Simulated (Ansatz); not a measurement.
**PBE0/STO-3G run of SnH2 (SMILES [H][Sn][H])**

Aim: the energy change on altering one bond length of SnH2 at PBE0/STO-3G, from 2 runs. 

Program for the calculation: Ansatz 0.2.0.

32 further runs of the same task are left out: 2 that didn't finish, 30 set aside as unsound or not needed.

### Step 1. The molecule

SnH2: 3 atoms, total charge 0, spin state singlet. As SMILES, `[H][Sn][H]`. The shape comes from GFN2-xTB, which is rough for such elements, and wasn't checked as a minimum.

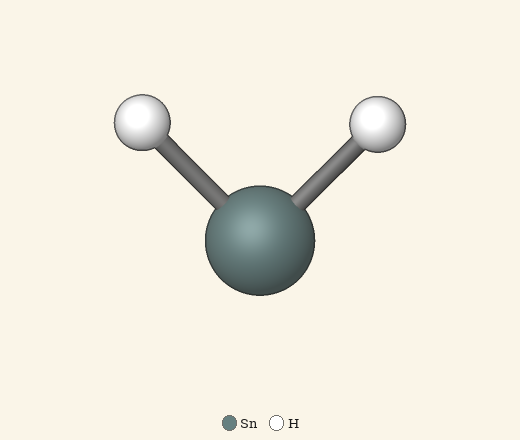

Viewed from a chosen angle; tin teal, hydrogen white.

### Step 2. A single-point energy at PBE0/STO-3G

The input, molecule.yaml:

```yaml
crystal:
  periodic: [false, false, false]
  atoms:
    - symbol: Sn
      position_ang: [0.005160, -0.008860, -0.870070]
    - symbol: H
      position_ang: [1.236480, -0.017770, 0.442810]
    - symbol: H
      position_ang: [-1.241640, 0.026630, 0.427260]
basis:
  gaussian:
    orbitals: STO-3G
hamiltonian:
  xc: {name: PBE0}
accuracy: high
```

On the command line:

```console
ansatz run molecule.yaml --threads 1 --pin off --max-ram 2610MiB --events-out events.jsonl --progress --plain --runs-dir runs
```

The program printed:

```text
Warning: RAYON_NUM_THREADS=1 ignored (pool sized by the plan → 1); use --threads N
Functional definition: PBE0
  name "PBE0"
  parameter a = 0.25
  parameter kappa = 0.804
  parameter beta = 0.06672455060314922
  exchange = (1 - a)*pbe_x(kappa = kappa, mu = beta*pi^2/3) + a*exact_x
  correlation = pbe_c(beta = beta)
494 factors; integrals over basis functions are off by at most 5.0e-9 eV
mean field evaluation 1: about -162346.8726 eV, gradient 7.1e0 eV
mean field evaluation 2: about -162347.0412 eV, gradient 4.5e0 eV
mean field evaluation 4: about -162347.1565 eV, gradient 4.9e-2 eV
mean field evaluation 8: about -162347.1277 eV, gradient 2.5e-4 eV
mean field -162347.12774181 eV, -5966.1469016761 hartree, gradient 2.4e-8 eV, S^2 0.000000; 0 other end points of the search recorded, 0 dependent functions left out
reference -162347.12774302 eV, -5966.1469017203 hartree; 26, 26 occupied and 3, 3 virtual orbitals, 494 factors
Total energy: -162347.12774302 eV, -5966.1469017203 hartree
```

It took 1.3 s on 1 thread of Arm Neoverse V1, shared host; peak memory 0.093 GiB.

### Step 3. The distorted shape at the same level

The input, in.yaml:

```yaml
crystal:
  periodic: [false, false, false]
  atoms:
    - {symbol: Sn, position_ang: [-0.302698, -0.006632, -1.198320]}
    - {symbol: H, position_ang: [1.236480, -0.017770, 0.442810]}
    - {symbol: H, position_ang: [-1.549498, 0.028858, 0.099010]}
basis:
  gaussian:
    orbitals: STO-3G
hamiltonian:
  xc: {name: PBE0}
accuracy: high
```

On the command line:

```console
ansatz run in.yaml --threads 1 --pin off --max-ram 2610MiB --events-out events.jsonl --progress --plain --runs-dir runs
```

The program printed, cut to the lines that bear on the results:

```text
Warning: RAYON_NUM_THREADS=1 ignored (pool sized by the plan → 1); use --threads N
[... 7 set-up lines as earlier in the session ...]
494 factors; integrals over basis functions are off by at most 4.9e-9 eV
mean field evaluation 1: about -162344.8326 eV, gradient 1.2e1 eV
mean field evaluation 2: about -162344.5093 eV, gradient 1.4e1 eV
mean field evaluation 4: about -162345.7422 eV, gradient 1.7e-1 eV
mean field evaluation 8: about -162345.7032 eV, gradient 9.2e-4 eV
mean field -162345.70316265 eV, -5966.0945493573 hartree, gradient 2.2e-8 eV, S^2 0.000000; 0 other end points of the search recorded, 0 dependent functions left out
reference -162345.70316389 eV, -5966.0945494030 hartree; 26, 26 occupied and 3, 3 virtual orbitals, 494 factors
Total energy: -162345.70316389 eV, -5966.0945494030 hartree
```

Run time: 1.3 s. Hardware: 1 thread of Arm Neoverse V1, shared host; peak memory 0.093 GiB.

### Step 4. What came out

Level: PBE0/STO-3G.

| quantity | value |
| --- | --- |
| first shape: total energy | -5966.14690 Eh |
| distorted shape: total energy | -5966.09455 Eh |
| energy change with the Sn1–H2 bond stretched from 1.800 to 2.250 Å | 1.425 eV |

With the Sn1–H2 bond stretched from 1.800 to 2.250 Å the energy rises by 1.42 eV (137 kJ/mol). The first shape isn't relaxed at this level, so the change isn't measured from a minimum. The minimal basis adds a large error of its own. Relativity is left out (first shape) although the molecule holds a heavy atom. Relativity is left out (distorted shape) although the molecule holds a heavy atom.
